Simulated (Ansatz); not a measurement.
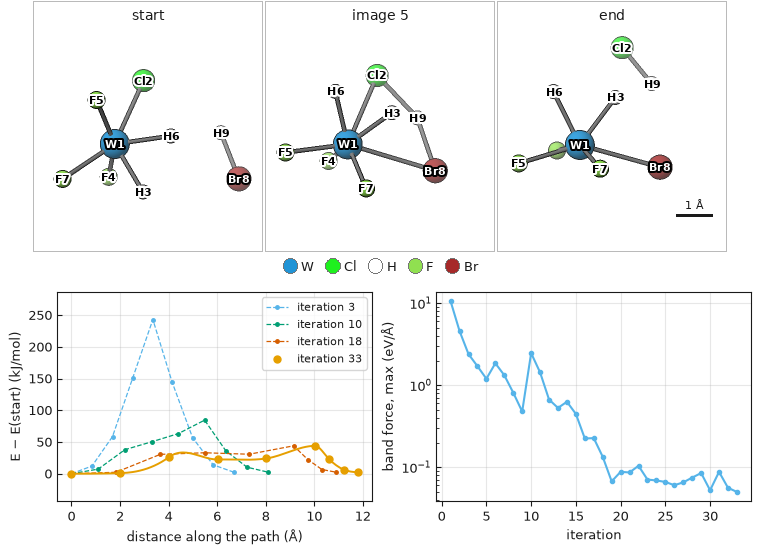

A nudged-elastic-band calculation for WH3BrClF3, made up at the start of WH2ClF3 and HBr. Images are numbered from 0 (start) to 8 (end). The plot follows the band through its iterations. A ball-and-stick model, seen at a tilt.

Level of theory: RKS B3LYP-D4/def2-SVP (Ansatz 0.2.0). Settings: 7 movable images; climbing image; force threshold 0.05 eV/Å; iteration limit 60; starting path through a guess of the saddle point.

Question: Judge this run.

Answer: The run is converged, with reservations. The band converged in 33 iterations. The largest component of the band force went from 11 to 0.05 eV/Å. The climbing image converged on the top of the path. Its vibrational analysis gives one imaginary mode (349i cm⁻¹), as a transition state must have. The first iteration put the highest image at 578.4 kJ/mol. The energy climbs by 43.9 kJ/mol to image 5 and then falls by 41.5 kJ/mol, so the end point sits at +2.3 kJ/mol. The profile has 2 maxima (images 2, 5) with a dip at image 3 (+22.4 kJ/mol), so the process runs in steps.

Limits of the set-up: the start holds two separate molecules, 2.7 Å apart at their closest, whose relative position is a soft coordinate.

Cost: 14 min on 4 threads of Arm Neoverse V1 (shared host), peak memory 0.48 GiB.
